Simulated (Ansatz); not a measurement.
# SiH5Cl: molecular dynamics (part 3 of 3)

SiH5Cl; RKS B3LYP-D4/6-31G* (Ansatz 0.2.0). It belongs to a series of runs on one base structure; here: dynamics from the highest image of the converged band.

Geometry of the input (Å):
```
Si -0.1769  0.0000  -0.0590
H  0.0468  0.0000  1.6478
H  1.3193  -0.0000  -0.0168
H  -0.5641  1.2888  -0.6556
H  -0.5641  -1.2888  -0.6556
Cl -2.4868  -0.0000  1.0501
H  -0.8329  0.0000  1.6783
```

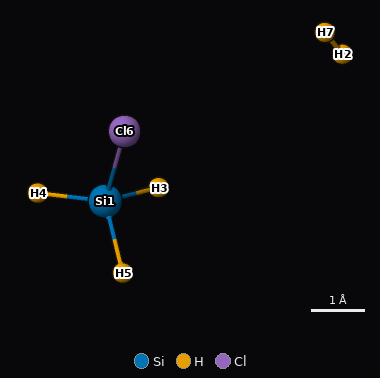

Fig. 1: The geometry at step 104 of the log (ball-and-stick view, seen at a tilt; atoms are numbered from 1 in the order of the input).

## Trajectory as extended XYZ (Å, eV, eV/Å), 28 of the 201 frames kept, from step=0 to step=200
```
7
Properties=species:S:1:pos:R:3:forces:R:3 step=0 time_fs=0.0 energy=-20479.73079 temperature=100.0
Si   -0.1769    0.0000   -0.0590   -0.0109   0.0000  -0.0081
H     0.0468    0.0000    1.6478   -0.0025   0.0000   0.0099
H     1.3193    0.0000   -0.0168   -0.0070   0.0000  -0.0029
H    -0.5641    1.2888   -0.6556    0.0087   0.0078   0.0049
H    -0.5641   -1.2888   -0.6556    0.0087  -0.0078   0.0049
Cl   -2.4868    0.0000    1.0501   -0.0050   0.0000   0.0038
H    -0.8329    0.0000    1.6783    0.0080   0.0000  -0.0124
7
Properties=species:S:1:pos:R:3:forces:R:3 step=7 time_fs=3.5 energy=-20479.71416 temperature=74.5
Si   -0.1777   -0.0038   -0.0635   -0.5627   0.3398   0.1633
H     0.0175    0.0273    1.6626    0.5834  -0.0674   0.2388
H     1.3002    0.0331    0.0246    0.2439  -0.0654   0.0958
H    -0.5609    1.2906   -0.6368   -0.0204   0.0766  -0.1168
H    -0.5202   -1.2768   -0.6881   -0.0894  -0.2524  -0.1075
Cl   -2.4868    0.0014    1.0510    0.0098  -0.0891  -0.2203
H    -0.8093   -0.0159    1.7298   -0.1644   0.0579  -0.0533
7
Properties=species:S:1:pos:R:3:forces:R:3 step=15 time_fs=7.5 energy=-20479.73454 temperature=106.0
Si   -0.1813   -0.0067   -0.0679   -0.6275   0.2727   0.2017
H     0.0477    0.0479    1.7121   -0.0851  -0.1535   0.2976
H     1.3059    0.0611    0.0836   -0.0653  -0.1316   0.0479
H    -0.5594    1.3009   -0.6311    0.0154  -0.0501  -0.1371
H    -0.4809   -1.2910   -0.7368   -0.0316   0.0806   0.0581
Cl   -2.4867    0.0026    1.0511    0.2278  -0.1582  -0.4089
H    -0.7902   -0.0248    1.7803    0.5663   0.1401  -0.0593
7
Properties=species:S:1:pos:R:3:forces:R:3 step=22 time_fs=11.0 energy=-20479.81896 temperature=236.6
Si   -0.1874   -0.0079   -0.0709   -0.9982   0.1969  -0.0059
H     0.0776    0.0485    1.7933    0.2470  -0.0917   0.3912
H     1.3048    0.0698    0.1428   -0.3705  -0.1547   0.1065
H    -0.5561    1.3048   -0.6434    0.0837  -0.1393  -0.1507
H    -0.4511   -1.2969   -0.7740    0.0101   0.2780   0.1348
Cl   -2.4858    0.0031    1.0498    0.5532  -0.1772  -0.7400
H    -0.7139   -0.0168    1.8206    0.4748   0.0879   0.2642
7
Properties=species:S:1:pos:R:3:forces:R:3 step=30 time_fs=15.0 energy=-20480.06629 temperature=619.2
Si   -0.1998   -0.0081   -0.0743   -1.6707   0.3359  -0.0793
H     0.1666    0.0378    1.9440    0.6135  -0.0065   0.5268
H     1.2568    0.0584    0.2268   -0.1429  -0.1041   0.2003
H    -0.5410    1.2918   -0.6802    0.0835  -0.0408  -0.2204
H    -0.4175   -1.2708   -0.8014   -0.0817  -0.0309  -0.0756
Cl   -2.4823    0.0030    1.0452    1.2133  -0.1675  -0.9584
H    -0.5816    0.0033    1.9064   -0.0152   0.0140   0.6066
7
Properties=species:S:1:pos:R:3:forces:R:3 step=37 time_fs=18.5 energy=-20480.42026 temperature=1167.0
Si   -0.2180   -0.0069   -0.0777   -2.1313   0.3409  -0.1636
H     0.3059    0.0273    2.1388   -0.4265   0.0028   0.4837
H     1.1953    0.0353    0.3249    0.0853  -0.0380   0.2387
H    -0.5172    1.2742   -0.7390    0.0709   0.0170  -0.2134
H    -0.3973   -1.2485   -0.8329   -0.1349  -0.1975  -0.1877
Cl   -2.4750    0.0023    1.0378    1.8868  -0.1368  -0.9446
H    -0.4528    0.0230    2.0567    0.6497   0.0116   0.7869
7
Properties=species:S:1:pos:R:3:forces:R:3 step=44 time_fs=22.0 energy=-20480.87615 temperature=1872.2
Si   -0.2451   -0.0044   -0.0818   -2.2050   0.0568  -0.3468
H     0.4314    0.0164    2.3935    0.7683  -0.0138   0.5608
H     1.1375    0.0075    0.4503   -0.2534   0.0102   0.1957
H    -0.4846    1.2569   -0.8212    0.1034  -0.0860  -0.0500
H    -0.3917   -1.2443   -0.8827   -0.0705   0.0886   0.0227
Cl   -2.4614    0.0011    1.0273    2.4200  -0.0882  -0.8935
H    -0.2823    0.0447    2.2924   -0.7628   0.0323   0.5112
7
Properties=species:S:1:pos:R:3:forces:R:3 step=52 time_fs=26.0 energy=-20481.40439 temperature=2689.3
Si   -0.2872   -0.0012   -0.0881   -2.0450  -0.1401  -0.1478
H     0.6185    0.0055    2.7533   -0.6265   0.0683   0.1656
H     1.0327   -0.0225    0.6193   -0.5988   0.0629   0.0469
H    -0.4329    1.2251   -0.9204    0.0986  -0.1078   0.1786
H    -0.3951   -1.2278   -0.9355   -0.0037   0.1929   0.2107
Cl   -2.4361   -0.0005    1.0116    2.6006  -0.0214  -0.8909
H    -0.1291    0.0706    2.6421    0.5747  -0.0549   0.4370
7
Properties=species:S:1:pos:R:3:forces:R:3 step=59 time_fs=29.5 energy=-20481.80352 temperature=3306.8
Si   -0.3334    0.0011   -0.0942   -2.0634  -0.0574   0.3210
H     0.7461    0.0001    3.0966    0.7061  -0.0809   0.2099
H     0.8724   -0.0413    0.7750   -0.3790   0.0900   0.0292
H    -0.3756    1.1858   -0.9872    0.0501   0.0820   0.2526
H    -0.3992   -1.1936   -0.9588    0.0201  -0.1604   0.0892
Cl   -2.4047   -0.0021    0.9947    2.3972   0.0399  -0.9419
H     0.0353    0.0908    2.9988   -0.7310   0.0868   0.0400
7
Properties=species:S:1:pos:R:3:forces:R:3 step=67 time_fs=33.5 energy=-20482.11084 temperature=3782.1
Si   -0.3966    0.0034   -0.0996   -1.6830  -0.0977   0.6623
H     0.9279   -0.0085    3.5106   -0.5931   0.1054  -0.0378
H     0.6385   -0.0502    0.9554    0.0107   0.0878  -0.1380
H    -0.3035    1.1534   -1.0277   -0.0287   0.2359   0.2866
H    -0.4008   -1.1774   -0.9726    0.0465  -0.3392   0.0442
Cl   -2.3594   -0.0036    0.9716    1.6646   0.1121  -0.9173
H     0.1836    0.1172    3.4213    0.5831  -0.1043   0.1000
7
Properties=species:S:1:pos:R:3:forces:R:3 step=74 time_fs=37.0 energy=-20482.18284 temperature=3893.4
Si   -0.4594    0.0048   -0.1014   -0.5302  -0.3768   0.5923
H     1.0525   -0.0103    3.8734    0.6903  -0.1390   0.0792
H     0.4324   -0.0470    1.0942    0.2843   0.0677  -0.5525
H    -0.2441    1.1517   -1.0268   -0.1502   0.1309   0.3526
H    -0.3970   -1.2004   -0.9765    0.0240   0.0107   0.2599
Cl   -2.3138   -0.0046    0.9481    0.3784   0.1678  -0.6584
H     0.3463    0.1346    3.8001   -0.6966   0.1388  -0.0730
7
Properties=species:S:1:pos:R:3:forces:R:3 step=81 time_fs=40.5 energy=-20482.01554 temperature=3634.7
Si   -0.5241    0.0048   -0.1009    1.2946  -0.4497   0.1701
H     1.2134   -0.0186    4.2412   -0.7333   0.1764  -0.0645
H     0.2617   -0.0362    1.1707    0.7504   0.0206  -0.7248
H    -0.2027    1.1652   -0.9860   -0.2992   0.0174   0.2798
H    -0.3909   -1.2239   -0.9523   -0.0500   0.2109   0.2585
Cl   -2.2672   -0.0051    0.9226   -1.6916   0.2012   0.0220
H     0.4721    0.1586    4.1750    0.7290  -0.1768   0.0590
7
Properties=species:S:1:pos:R:3:forces:R:3 step=89 time_fs=44.5 energy=-20481.62177 temperature=3025.7
Si   -0.5907    0.0026   -0.0998    3.9435  -0.1824  -0.7901
H     1.3545   -0.0182    4.6578    0.6629  -0.1845   0.0490
H     0.1778   -0.0215    1.1609    1.2188  -0.0503  -0.4294
H    -0.1980    1.1856   -0.9038   -0.3794   0.0935  -0.0730
H    -0.3909   -1.2268   -0.8939   -0.0874  -0.0584  -0.1553
Cl   -2.2215   -0.0048    0.8939   -4.6934   0.1979   1.4520
H     0.6579    0.1761    4.6066   -0.6650   0.1843  -0.0533
7
Properties=species:S:1:pos:R:3:forces:R:3 step=96 time_fs=48.0 energy=-20481.33310 temperature=2579.7
Si   -0.6316   -0.0002   -0.1022    6.3107  -0.0327  -1.6653
H     1.5133   -0.0272    5.0251   -0.7083   0.2218  -0.0427
H     0.2480   -0.0144    1.0939    0.8805  -0.0926  -0.3929
H    -0.2407    1.2146   -0.8389   -0.3790   0.1547  -0.3871
H    -0.4017   -1.2337   -0.8590   -0.1140  -0.1855  -0.4403
Cl   -2.1976   -0.0038    0.8738   -6.6972   0.1562   2.8878
H     0.7850    0.2007    4.9808    0.7072  -0.2219   0.0406
7
Properties=species:S:1:pos:R:3:forces:R:3 step=104 time_fs=52.0 energy=-20481.39823 temperature=2680.2
Si   -0.6461   -0.0037   -0.1136    7.3583  -0.0841  -2.1892
H     1.6541   -0.0253    5.4423    0.6239  -0.2208   0.0287
H     0.4414   -0.0191    0.9571   -0.1590  -0.0843  -0.5504
H    -0.3436    1.2654   -0.8179   -0.3464  -0.0973  -0.4321
H    -0.4319   -1.2602   -0.8774   -0.2158   0.2021  -0.3345
Cl   -2.1972   -0.0021    0.8625   -6.6365   0.0637   3.5072
H     0.9707    0.2166    5.4109   -0.6246   0.2207  -0.0297
7
Properties=species:S:1:pos:R:3:forces:R:3 step=111 time_fs=55.5 energy=-20481.77091 temperature=3256.3
Si   -0.6266   -0.0070   -0.1331    5.4707   0.0877  -2.0789
H     1.8110   -0.0350    5.8091   -0.6781   0.2639  -0.0228
H     0.6014   -0.0334    0.7736   -0.5715  -0.0202  -0.2226
H    -0.4759    1.2986   -0.8521   -0.1679  -0.3939  -0.2604
H    -0.4840   -1.2625   -0.9363   -0.2193   0.3717  -0.1887
Cl   -2.2200   -0.0004    0.8647   -4.5114  -0.0453   2.7514
H     1.0994    0.2419    5.7853    0.6776  -0.2639   0.0219
7
Properties=species:S:1:pos:R:3:forces:R:3 step=119 time_fs=59.5 energy=-20482.12967 temperature=3810.7
Si   -0.5777   -0.0103   -0.1659    1.4030   0.3831  -1.7514
H     1.9518   -0.0317    6.2268    0.5799  -0.2504   0.0106
H     0.7149   -0.0520    0.5403   -0.0329   0.0542   0.5150
H    -0.6471    1.2828   -0.9270    0.2207  -0.3930  -0.0498
H    -0.5729   -1.2176   -1.0314   -0.0809   0.1151  -0.1166
Cl   -2.2639    0.0014    0.8781   -1.5096  -0.1594   1.4035
H     1.2849    0.2564    6.2146   -0.5802   0.2503  -0.0113
7
Properties=species:S:1:pos:R:3:forces:R:3 step=126 time_fs=63.0 energy=-20482.09884 temperature=3763.6
Si   -0.5275   -0.0116   -0.2026   -1.2436   0.2576  -1.3031
H     2.1067   -0.0419    6.5930   -0.6435   0.3020  -0.0033
H     0.8035   -0.0623    0.3921    0.1775   0.0831   0.6909
H    -0.7718    1.2225   -1.0008    0.5268  -0.0298   0.0448
H    -0.6610   -1.1617   -1.1282    0.1255  -0.1026   0.0763
Cl   -2.3083    0.0024    0.8952    0.4140  -0.2083   0.4917
H     1.4155    0.2822    6.5893    0.6433  -0.3020   0.0027
7
Properties=species:S:1:pos:R:3:forces:R:3 step=133 time_fs=66.5 energy=-20481.86681 temperature=3405.1
Si   -0.4818   -0.0119   -0.2447   -2.0671  -0.0991  -0.6581
H     2.2255   -0.0356    6.9589    0.7373  -0.3745  -0.0058
H     0.9030   -0.0629    0.3194   -0.4936   0.0929   0.3462
H    -0.8365    1.1595   -1.0698    0.6534   0.3970   0.0858
H    -0.7339   -1.1165   -1.2149    0.3681  -0.1930   0.3604
Cl   -2.3515    0.0027    0.9139    1.5394  -0.1978  -0.1339
H     1.5821    0.2914    6.9643   -0.7374   0.3744   0.0054
7
Properties=species:S:1:pos:R:3:forces:R:3 step=141 time_fs=70.5 energy=-20481.62000 temperature=3023.5
Si   -0.4402   -0.0127   -0.2961   -2.5982  -0.0224  -0.1228
H     2.4007   -0.0478    7.3770   -0.6055   0.3353   0.0148
H     0.9495   -0.0511    0.2868   -0.6764   0.0407   0.1797
H    -0.8183    1.1416   -1.1351    0.6226   0.4755   0.1998
H    -0.7650   -1.0942   -1.2646    0.4720  -0.3530   0.3892
Cl   -2.3947    0.0023    0.9348    2.1802  -0.1409  -0.6456
H     1.7333    0.3214    7.3929    0.6054  -0.3354  -0.0151
7
Properties=species:S:1:pos:R:3:forces:R:3 step=148 time_fs=74.0 energy=-20481.55303 temperature=2919.7
Si   -0.4155   -0.0133   -0.3418   -3.1967   0.3869   0.1448
H     2.5198   -0.0401    7.7436    0.6948  -0.4133  -0.0260
H     0.9131   -0.0357    0.2851   -0.0336  -0.0448   0.4097
H    -0.7250    1.1823   -1.1681    0.4556   0.1671   0.2746
H    -0.7353   -1.1176   -1.2613    0.3559  -0.4283   0.1641
Cl   -2.4248    0.0015    0.9508    2.4188  -0.0808  -0.9928
H     1.8996    0.3292    7.7672   -0.6948   0.4133   0.0258
7
Properties=species:S:1:pos:R:3:forces:R:3 step=156 time_fs=78.0 energy=-20481.52863 temperature=2881.6
Si   -0.4033   -0.0122   -0.3931   -2.8456   0.3859   0.7591
H     2.6930   -0.0526    8.1613   -0.5647   0.3637   0.0310
H     0.8632   -0.0249    0.3408    0.0840  -0.1178   0.4117
H    -0.5569    1.2504   -1.1693    0.0920  -0.1798   0.1236
H    -0.6515   -1.1999   -1.2336    0.1829  -0.0726   0.0350
Cl   -2.4495    0.0002    0.9651    2.4866  -0.0157  -1.3293
H     2.0526    0.3595    8.1960    0.5647  -0.3638  -0.0312
7
Properties=species:S:1:pos:R:3:forces:R:3 step=163 time_fs=81.5 energy=-20481.43788 temperature=2741.3
Si   -0.4054   -0.0096   -0.4345   -1.7076  -0.0423   1.8093
H     2.8126   -0.0435    8.5284    0.6483  -0.4466  -0.0446
H     0.8239   -0.0293    0.4366   -0.5206  -0.1246  -0.0912
H    -0.3961    1.2912   -1.1549   -0.2296  -0.2738  -0.1319
H    -0.5545   -1.2818   -1.2039    0.0149   0.4067  -0.0055
Cl   -2.4622   -0.0010    0.9728    2.4430   0.0341  -1.5806
H     2.2185    0.3659    8.5696   -0.6484   0.4466   0.0444
7
Properties=species:S:1:pos:R:3:forces:R:3 step=170 time_fs=85.0 energy=-20481.31811 temperature=2556.3
Si   -0.4149   -0.0070   -0.4684   -1.1750  -0.2090   2.5827
H     2.9661   -0.0573    8.8934   -0.6335   0.4660   0.0538
H     0.7300   -0.0477    0.5251   -0.5436  -0.0689  -0.2967
H    -0.2611    1.3009   -1.1550   -0.4345  -0.2612  -0.2993
H    -0.4562   -1.3204   -1.1766   -0.1894   0.4672  -0.2071
Cl   -2.4667   -0.0021    0.9753    2.3425   0.0720  -1.7796
H     2.3504    0.3953    8.9454    0.6335  -0.4660  -0.0539
7
Properties=species:S:1:pos:R:3:forces:R:3 step=178 time_fs=89.0 energy=-20481.27398 temperature=2487.9
Si   -0.4321   -0.0050   -0.4941   -1.4779  -0.0127   2.5783
H     3.1039   -0.0459    9.3136    0.5988  -0.4740  -0.0613
H     0.5560   -0.0777    0.5924    0.1691   0.0236   0.1204
H    -0.1684    1.2754   -1.1963   -0.5133  -0.1775  -0.2820
H    -0.3713   -1.3047   -1.1777   -0.3424   0.0676  -0.4791
Cl   -2.4624   -0.0031    0.9709    2.1645   0.0990  -1.9376
H     2.5388    0.4016    9.3718   -0.5988   0.4740   0.0613
7
Properties=species:S:1:pos:R:3:forces:R:3 step=185 time_fs=92.5 energy=-20481.30652 temperature=2538.3
Si   -0.4537   -0.0035   -0.5050   -1.5798  -0.1874   2.3150
H     3.2556   -0.0600    9.6783   -0.5929   0.4997   0.0710
H     0.4174   -0.1017    0.6601    0.4963   0.0964   0.1426
H    -0.1505    1.2310   -1.2667   -0.4797  -0.0314  -0.1013
H    -0.3386   -1.2769   -1.2338   -0.3838   0.0084  -0.3425
Cl   -2.4509   -0.0036    0.9602    1.9470   0.1141  -2.0138
H     2.6725    0.4312    9.7478    0.5929  -0.4997  -0.0710
7
Properties=species:S:1:pos:R:3:forces:R:3 step=193 time_fs=96.5 energy=-20481.40546 temperature=2691.3
Si   -0.4863   -0.0030   -0.5055   -1.2523  -0.6268   2.2254
H     3.3940   -0.0472   10.0991    0.5469  -0.4953  -0.0762
H     0.3237   -0.1148    0.7444    0.3587   0.1618  -0.6111
H    -0.1981    1.1767   -1.3587   -0.3963   0.1320   0.2151
H    -0.3559   -1.2392   -1.3399   -0.3816   0.2126   0.1920
Cl   -2.4299   -0.0037    0.9397    1.6715   0.1203  -2.0214
H     2.8604    0.4362   10.1736   -0.5469   0.4953   0.0762
7
Properties=species:S:1:pos:R:3:forces:R:3 step=200 time_fs=100.0 energy=-20481.54988 temperature=2915.0
Si   -0.5207   -0.0050   -0.4960   -1.3509  -0.4695   1.7109
H     3.5437   -0.0614   10.4634   -0.5492   0.5289   0.0868
H     0.2906   -0.1071    0.7519    0.5003   0.1246  -0.6938
H    -0.2898    1.1445   -1.4142   -0.2973   0.2258   0.4625
H    -0.4183   -1.1846   -1.4139   -0.2960   0.0152   0.4395
Cl   -2.4054   -0.0033    0.9146    1.4440   0.1040  -1.9191
H     2.9960    0.4659   10.5499    0.5492  -0.5289  -0.0869
```

## Results in brief

```json
{"quantity": "outcome", "value": "finished"}
{"quantity": "mean temperature over the second half", "value": "2975 K"}
{"quantity": "trajectory", "value": "200 steps, 100 fs"}
{"quantity": "ensemble", "value": "nve"}
{"quantity": "temperature in the input", "value": "100.0 K"}
{"quantity": "time step", "value": "0.5 fs"}
{"quantity": "potential energy (last step)", "value": "−20481.5502 eV"}
{"quantity": "mean-field energy (last step)", "value": "−20481.4272 eV"}
{"quantity": "largest force (length of the vector) (last step)", "value": "2.404 eV/Å"}
{"quantity": "wall time", "value": "4 min"}
{"quantity": "peak memory", "value": "0.12 GiB"}
```

## Remarks

So short a trajectory is not equilibrated.
